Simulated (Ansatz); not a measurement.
# Pressure series in Zn

The parent structure is Zn in the fcc (Cu type) structure (space group Fm-3m, No. 225; a = 3.8381 Å; a cell from a computed database, its experimental status unchecked).

Cell and atoms are relaxed at each pressure.

Calculations: PBEsol (Ansatz, a quantum-chemistry and plane-wave program, PAW, no spin-orbit coupling).

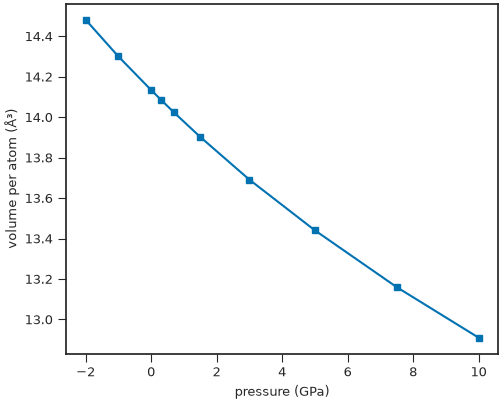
Figure: Volume per atom against pressure

Problem. From the plot, what is the volume per atom for pressure −1 GPa?

Solution. About 14.3 Å³.

Problem. Is the trend monotonic over the range shown?

Solution. Yes, it falls throughout, spanning 12.91 Å³ to 14.48 Å³.

Load acts through the strain it causes; cell and atoms are relaxed under it. Whether these cells are dynamically stable was not tested. No other phases were tried under pressure. This is not the structure that Zn has at room temperature and ambient pressure.
